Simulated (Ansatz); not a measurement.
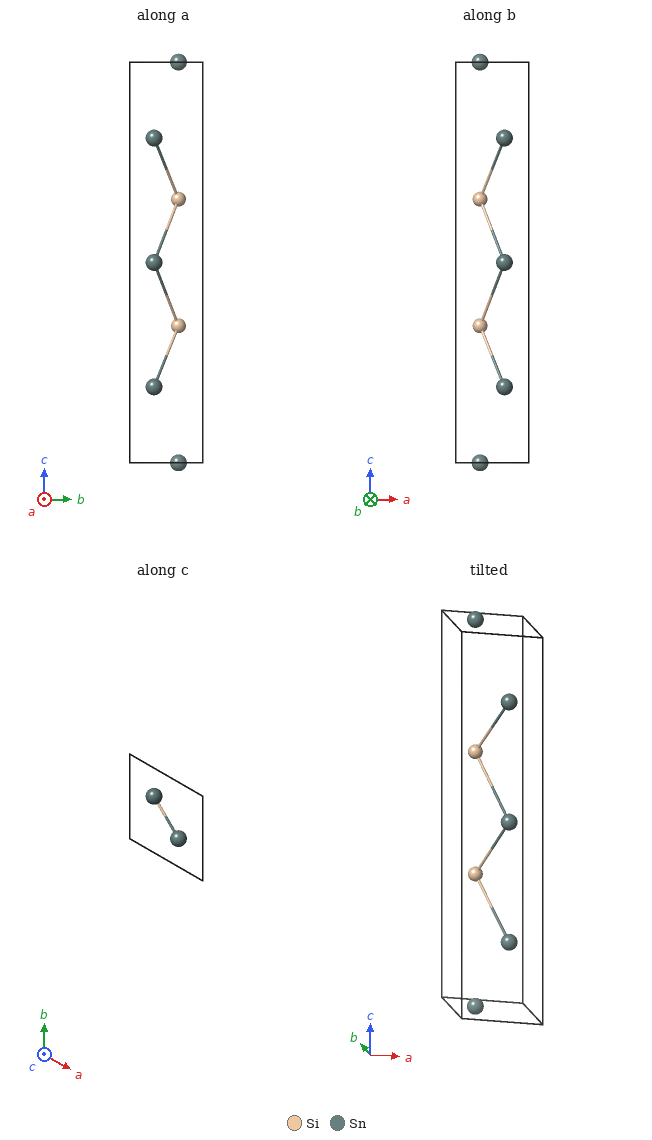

The crystal in a ball-and-stick representation, seen along the a axis, along the b axis, along the c axis and slightly off an axis. Thin lines show the conventional unit cell, with boundary atoms drawn in all their periodic places.

Lattice parameters: a = 3.271 Å, b = 3.271 Å, c = 15.489 Å, α = 90.00°, β = 90.00°, γ = 120.00°.

**Record the structure as a table of Wyckoff sites, with free fractional coordinates to two decimals.**

Space group P-6m2 (No. 187).
```tsv
atom	site	x	y	z
Si	2h	0.3333	0.6667	0.66
Sn	2i	0.6667	0.3333	0.81
Sn	1f	0.6667	0.3333	0.50
Sn	1c	0.3333	0.6667	0.00
```

It goes back to a structure type filled with these elements by a generator (whether the compound takes this form wasn't checked). The picture shows the end point of a geometry optimisation with DFT PBE, scalar-relativistic, plane waves, PAW in Ansatz.
